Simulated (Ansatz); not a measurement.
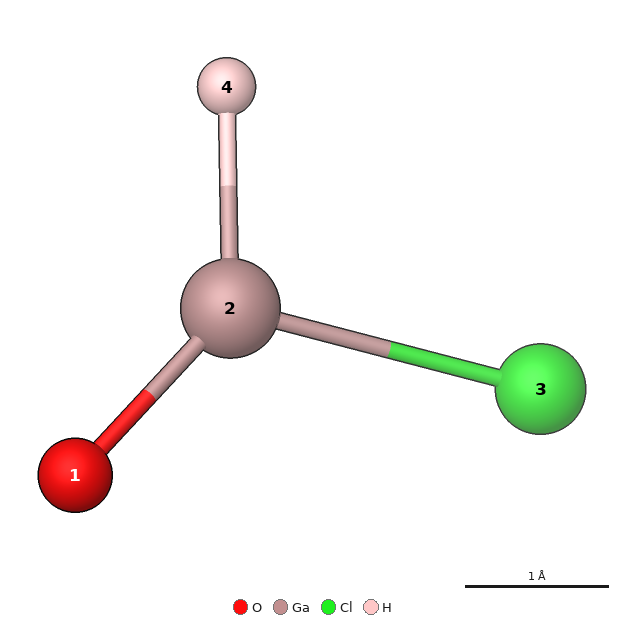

Orthographic view. Depth is shown by fading: the farther an atom, the more it takes the colour of the background. The species has charge −1 and is a spin singlet. Computed geometry: PBE-D4/def2-SVPD optimisation. No frequency run is at hand to confirm it as a minimum.

Write a Z-matrix (Å, degrees) in the order of the atom numbers, with these reference atoms: 2 to 1; 3 to 2, 1; 4 to 2, 1, 3.

```
O  
Ga   1   1.720
Cl   2   2.343   1   121.6
H    2   1.588   1   136.8   3   180.0
```
